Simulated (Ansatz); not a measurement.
# C6H7N (2-methylpyridine) at BHLYP/6-31G(d) (spherical functions)

What is the electronic atomisation energy of C6H7N (2-methylpyridine) at BHLYP/6-31G* (spherical functions)? 

Program for the calculation: Ansatz 0.2.0.

41 further runs of the same task are left out: 41 set aside as unsound or not needed. Runs told in other sessions of the task aren't counted.

**1. The structure to begin with**

The species is C6H7N (14 atoms), meant as a singlet with charge 0. SMILES: `Cc1ccccn1`. The coordinates come from a PBE0-D4/def2-TZVP relaxation.

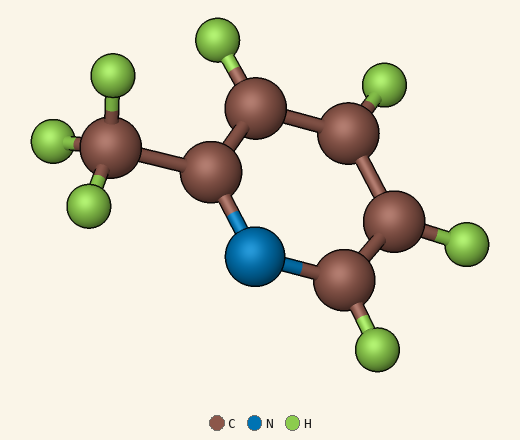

Viewed from a chosen angle; carbon brown, nitrogen blue, hydrogen green.

**2. The energy at BHLYP/6-31G(d) (spherical functions)**

Input file in.yaml:

```yaml
crystal:
  periodic: [false, false, false]
  atoms:
    - {symbol: C, position_ang: [1.529800, 0.592680, 1.489460]}
    - {symbol: C, position_ang: [0.498030, 0.271780, 0.453520]}
    - {symbol: C, position_ang: [-0.041010, -1.010880, 0.352280]}
    - {symbol: C, position_ang: [-0.991540, -1.270440, -0.615810]}
    - {symbol: C, position_ang: [-1.381650, -0.242290, -1.460470]}
    - {symbol: C, position_ang: [-0.792430, 0.997860, -1.286300]}
    - {symbol: "N", position_ang: [0.122980, 1.258300, -0.358040]}
    - {symbol: H, position_ang: [1.142630, 0.416360, 2.496660]}
    - {symbol: H, position_ang: [2.416390, -0.035590, 1.368570]}
    - {symbol: H, position_ang: [1.824010, 1.637250, 1.403360]}
    - {symbol: H, position_ang: [0.288340, -1.790270, 1.030440]}
    - {symbol: H, position_ang: [-1.423340, -2.260480, -0.711850]}
    - {symbol: H, position_ang: [-2.123160, -0.395570, -2.234860]}
    - {symbol: H, position_ang: [-1.069040, 1.831260, -1.926950]}
basis:
  gaussian:
    orbitals: 6-31G_st_-spherical.json
hamiltonian:
  xc: {name: BHLYP}
accuracy: high
output: {orbitals: {seedname: orbitals}}
```

The basis set 6-31G* is read from a file made from the Basis Set Exchange's data (not shown).

Started as:

```
ansatz run in.yaml --threads 1 --pin off --max-ram 3480MiB --events-out events.jsonl --progress --plain --runs-dir runs
```

The program printed:

```text
Warning: RAYON_NUM_THREADS=1 ignored (pool sized by the plan → 1); use --threads N
Functional definition: BHLYP
  name "BHLYP"
  parameter a = 0.5
  exchange = (1 - a)*b88_x + a*exact_x
  correlation = lyp_c
2828 factors; integrals over basis functions are off by at most 3.0e-9 eV
mean field evaluation 1: about -7815.9140 eV, gradient 4.2e1 eV
mean field evaluation 2: about -7817.9257 eV, gradient 3.2e1 eV
mean field evaluation 4: about -7820.2844 eV, gradient 2.8e0 eV
mean field evaluation 8: about -7821.1292 eV, gradient 3.6e-1 eV
mean field evaluation 16: about -7821.1296 eV, gradient 6.2e-4 eV
mean field -7821.12963175 eV, -287.4212126147 hartree, gradient 3.9e-8 eV, S^2 0.000000; 0 other end points of the search recorded, 0 dependent functions left out
reference -7821.12965805 eV, -287.4212135813 hartree; 25, 25 occupied and 87, 87 virtual orbitals, 2828 factors
Total energy: -7821.12965805 eV, -287.4212135813 hartree
```

Wall time 9.9 s (1 thread of Intel Xeon 6975P-C (Granite Rapids), shared host); peak memory 0.49 GiB.

**3. The C atom at the same level**

Input file in.yaml:

```yaml
crystal:
  periodic: [false, false, false]
  atoms:
    - {symbol: C, position_ang: [0.000000, 0.000000, 0.000000]}
basis:
  gaussian:
    orbitals: 6-31G_st_-spherical.json
magnetization:
  spin_polarized: true
  initial_magnetization: 2
hamiltonian:
  xc: {name: BHLYP}
accuracy: high
```

The basis set 6-31G* is read from a file made from the Basis Set Exchange's data (not shown).

Run the same way, it converges to -37.83454 Eh (log not shown).

**4. The H atom at the same level**

Input file run.yaml:

```yaml
crystal:
  periodic: [false, false, false]
  atoms:
    - {symbol: H, position_ang: [0.000000, 0.000000, 0.000000]}
basis:
  gaussian: {orbitals: "6-31G*"}
magnetization: {spin_polarized: true, initial_magnetization: 1}
hamiltonian: {xc: {name: BHLYP}}
accuracy: high
```

Started as:

```
ansatz run run.yaml --threads 1 --pin off --max-ram 3480MiB --events-out events.jsonl --progress --plain --runs-dir runs
```

The program printed:

```text
Warning: RAYON_NUM_THREADS=1 ignored (pool sized by the plan → 1); use --threads N
[... 5 set-up lines as earlier in the session ...]
3 factors; integrals over basis functions are off by at most 5.4e-10 eV
mean field evaluation 1: about -13.5143 eV, gradient 7.8e-1 eV
mean field evaluation 2: about -13.5199 eV, gradient 1.3e-1 eV
mean field evaluation 4: about -13.5195 eV, gradient 9.6e-5 eV
mean field evaluation 8: about -13.5195 eV, gradient 6.1e-10 eV
mean field -13.51953907 eV, -0.4968338969 hartree, gradient 6.4e-9 eV, S^2 0.750000; 0 other end points of the search recorded, 0 dependent functions left out
reference -13.51955128 eV, -0.4968343455 hartree; 1, 0 occupied and 1, 2 virtual orbitals, 3 factors
Total energy: -13.51955128 eV, -0.4968343455 hartree
```

Wall time 0.08 s (1 thread of Intel Xeon 6975P-C (Granite Rapids), shared host).

**5. The N atom, same level**

Input file molecule.yaml:

```yaml
crystal:
  periodic: [false, false, false]
  atoms:
    - {symbol: "N", position_ang: [0.000000, 0.000000, 0.000000]}
basis:
  gaussian:
    orbitals: 6-31G_st_-spherical.json
magnetization:
  spin_polarized: true
  initial_magnetization: 3
hamiltonian:
  xc: {name: BHLYP}
accuracy: high
```

The basis set 6-31G* is read from a file made from the Basis Set Exchange's data (not shown).

Run the same way, it converges to -54.57155 Eh (log not shown).

**6. Outcome**

At BHLYP/6-31G* (spherical functions):

| quantity | value |
| --- | --- |
| molecule: total energy | -287.42121 Eh |
| molecule: HOMO energy | -7.86 eV |
| molecule: LUMO energy | 0.89 eV |
| molecule: HOMO–LUMO gap | 8.76 eV |
| C atom: total energy | -37.83454 Eh |
| C atom: ⟨S²⟩ | 2.003 |
| H atom: total energy | -0.49683 Eh |
| H atom: ⟨S²⟩ | 0.750 |
| N atom: total energy | -54.57155 Eh |
| N atom: ⟨S²⟩ | 3.753 |
| electronic atomisation energy | 64.343 eV |

**Reading.** Taking the molecule apart into free atoms costs 64.34 eV (1484 kcal/mol), before zero-point energy and without spin-orbit coupling.
